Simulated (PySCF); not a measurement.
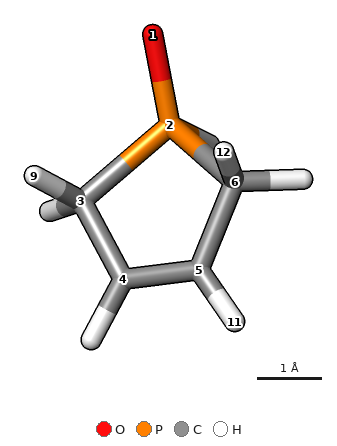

Figure 1. The input geometry (stick view, seen at a tilt; atoms are numbered from 1 in the order of the input). Bond lengths as drawn: C–C 1.32 to 1.50 Å, C–H 1.08 to 1.10 Å, C–P 1.84 Å, H–P 1.40 Å and O–P 1.46 Å.

# C₄H₇OP: NMR shielding calculation

The run: NMR shielding calculation of C₄H₇OP. Method and program: GIAO PBE0/pcSseg-1 NMR shielding, non-relativistic, gas phase (PySCF 2.14.0).

The geometry comes from this level: GFN2-xTB. Figures and captions count atoms from 1; the log counts them from 0 in places.

### What the program printed
```
coarse grid: 11400 points
cycle   1  E = -572.5554044270  dE =  1.111e+00  |g| = 9.134e-01  |ddm| = 3.382e+00
cycle   2  E = -571.9467045775  dE =  6.087e-01  |g| = 1.927e+00  |ddm| = 3.598e+00
cycle   3  E = -572.7109383724  dE = -7.642e-01  |g| = 2.058e-01  |ddm| = 2.945e+00
cycle   4  E = -572.7198099107  dE = -8.872e-03  |g| = 8.753e-02  |ddm| = 2.911e-01
cycle   5  E = -572.7217087990  dE = -1.899e-03  |g| = 7.880e-03  |ddm| = 7.837e-02
cycle   6  E = -572.7217232526  dE = -1.445e-05  |g| = 2.068e-03  |ddm| = 1.137e-02
cycle   7  E = -572.7217242212  dE = -9.686e-07  |g| = 6.006e-04  |ddm| = 2.839e-03
final grid: 105576 points
cycle   8  E = -572.7693834084  dE = -1.807e-05  |g| = 9.802e-03  |ddm| = 2.732e-02
cycle   9  E = -572.7693465695  dE =  3.684e-05  |g| = 1.671e-02  |ddm| = 2.555e-02
cycle  10  E = -572.7694038802  dE = -5.731e-05  |g| = 2.151e-03  |ddm| = 1.784e-02
cycle  11  E = -572.7694048051  dE = -9.249e-07  |g| = 1.457e-04  |ddm| = 1.899e-03
cycle  12  E = -572.7694048102  dE = -5.084e-09  |g| = 4.771e-05  |ddm| = 2.559e-04
cycle  13  E = -572.7694048106  dE = -4.716e-10  |g| = 1.721e-05  |ddm| = 6.941e-05
```

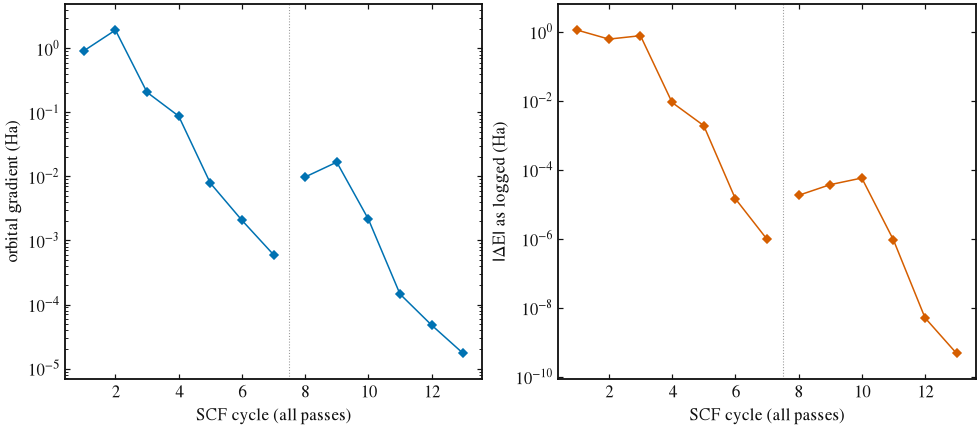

Figure 2. Convergence of the self-consistent field: orbital gradient and size of the energy change against the SCF cycle. The dotted line marks the change from a coarse to the final integration grid. The first 7 cycles use a coarse grid, the final grid takes over at cycle 8, and the field converges after 13 cycles in all.

```
converged SCF energy = -572.7694048106

GIAO shielding tensors (ppm)
atom      isotropic    diamagn.    paramagn.     s11        s22        s33       span
  0 O      236.667     389.979    -153.312    122.979    289.487    297.535    174.556
  1 P      300.664     962.374    -661.710    138.834    256.794    506.365    367.531
  2 C      152.939     257.121    -104.182    133.440    155.112    170.266     36.826
  3 C       53.156     256.334    -203.178    -60.853     70.469    149.851    210.704
  4 C       53.204     256.346    -203.142    -60.733     70.520    149.825    210.558
  5 C      152.932     257.130    -104.198    133.405    155.146    170.244     36.838
  6 H       24.153      28.067      -3.914     21.239     22.373     28.847      7.607
  7 H       29.334      30.437      -1.104     26.155     27.198     34.649      8.493
  8 H       29.193      30.680      -1.487     26.327     26.797     34.456      8.129
  9 H       25.797      31.289      -5.492     23.879     25.593     27.918      4.039
 10 H       25.799      31.292      -5.493     23.879     25.603     27.914      4.034
 11 H       29.192      30.679      -1.488     26.311     26.801     34.462      8.151
 12 H       29.341      30.447      -1.106     26.167     27.203     34.653      8.486
```

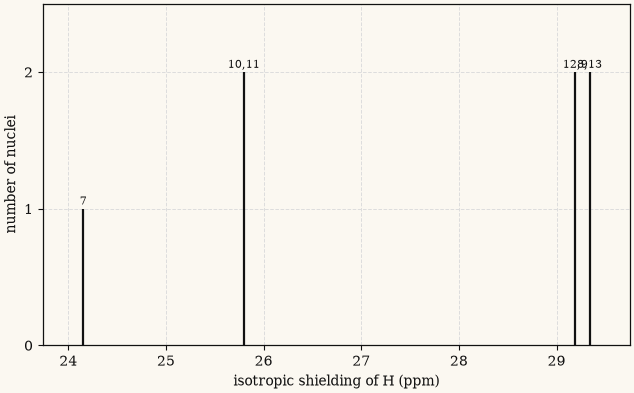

Figure 3. Isotropic shieldings of the hydrogen nuclei in this fixed geometry, labelled by atom number; shielding grows to the right, so chemical shift grows to the left. The least shielded is H7 (24.2 ppm), the most shielded H13 (29.3 ppm).

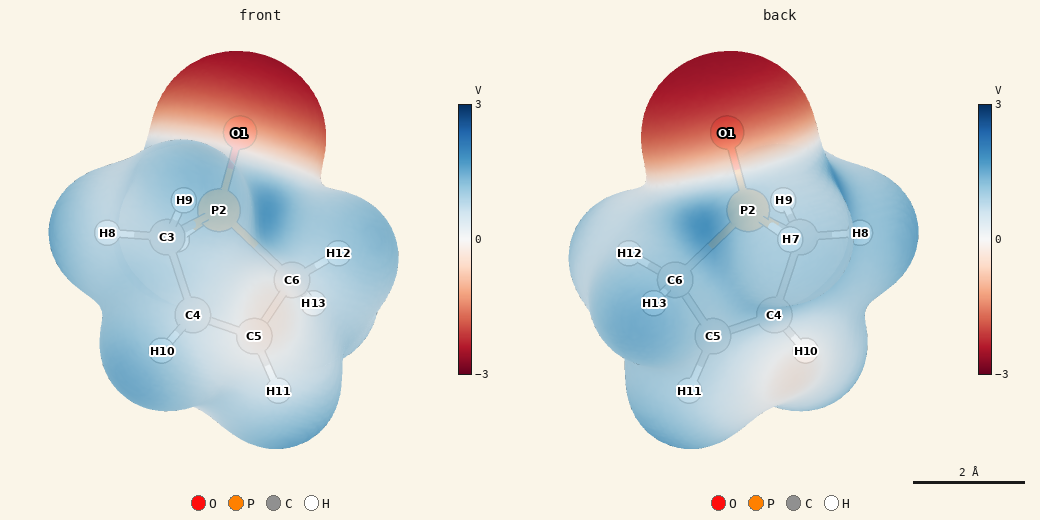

Figure 4. The molecular electrostatic potential painted on the density surface at 0.004 e/bohr³, seen at a tilt and from behind; the colour scale runs from red (negative) to blue (positive).

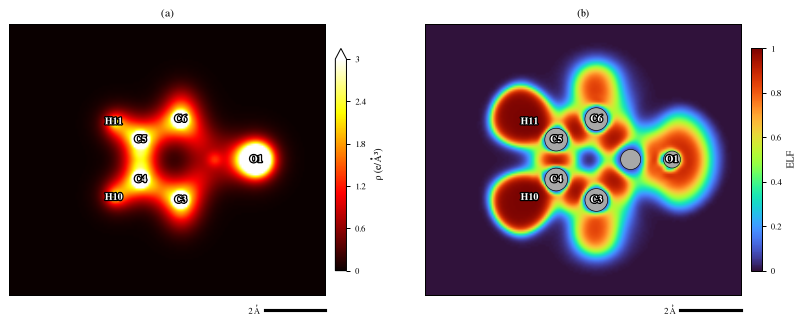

Figure 5. (a) electron density; (b) electron localisation function on the plane of atoms C3, C4 and C5. Grey discs, where drawn, cover atomic cores. The plane passes through O, C and H nuclei. C–H (1.08 Å): ρ at the midpoint is about 2 e/Å³; the ELF climbs to about 1 towards the hydrogen, as it does in any bond to H (a covalent bond by its length).

The run was set up as follows.

### The input
```
{"job": {"kind": "nmr", "xc": "PBE0", "basis": "pcSseg-1"}, "charge": 0, "multiplicity": 1}
O     -0.336160     2.629064    -0.160381
P     -0.207721     1.269559     0.364223
C      1.319117     0.314887    -0.003457
C      0.822772    -1.096961    -0.044291
C     -0.483243    -1.272640    -0.172901
C     -1.329287    -0.041267    -0.269710
H     -0.335646     1.173623     1.751112
H      2.112984     0.466606     0.729268
H      1.697088     0.636472    -0.980220
H      1.528401    -1.910366     0.016469
H     -0.950475    -2.243213    -0.226595
H     -1.579341     0.193811    -1.310311
H     -2.262877    -0.119090     0.289065
```

The first line tells a small driver script what to run in PySCF; the rest is the geometry in Å.

Launched with:
```bash
OMP_NUM_THREADS=1 python <driver script> task.json out
```

### Results in brief

```json
{"quantity": "outcome", "value": "converged"}
{"quantity": "total energy", "value": "−572.769405 hartree"}
{"quantity": "HOMO", "value": "−7.68 eV"}
{"quantity": "LUMO", "value": "−0.10 eV"}
{"quantity": "dipole moment", "value": "3.96 D"}
{"quantity": "isotropic shielding, O", "value": "236.7 ppm"}
{"quantity": "isotropic shielding, P", "value": "300.7 ppm"}
{"quantity": "isotropic shielding, C", "value": "53.2 to 152.9 ppm"}
{"quantity": "isotropic shielding, H", "value": "24.2 to 29.3 ppm"}
{"quantity": "hardware", "value": "1 CPU thread, shared host"}
{"quantity": "wall time", "value": "30 s"}
{"quantity": "peak memory", "value": "0.7 GiB"}
```
